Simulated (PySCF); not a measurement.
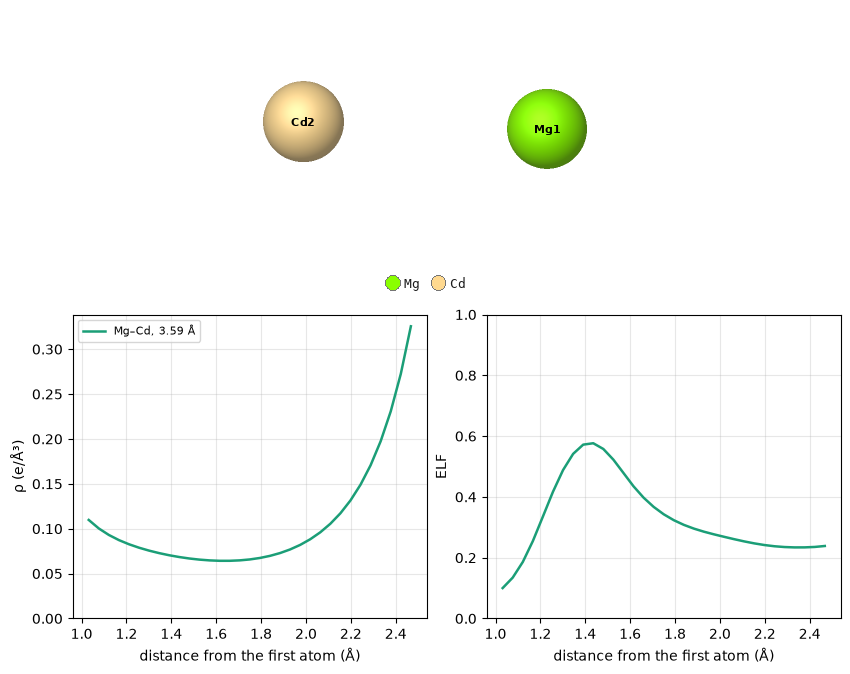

Figure 1: MgCd. Electron density and ELF along straight lines between neighbouring atoms. The curves leave out the atomic cores. The structure is drawn too.

Core potentials replace the inner electrons of Cd.

The calculation used PySCF 2.14.0, PBE0/def2-SVP, non-relativistic Hamiltonian with scalar-relativistic core potentials where named, at a bond length of 3.589 Å.

**What can be read from the curves?**

Mg–Cd (3.59 Å): ρ at the midpoint is about 0.07 e/Å³; the ELF is about 0.30 at the midpoint.
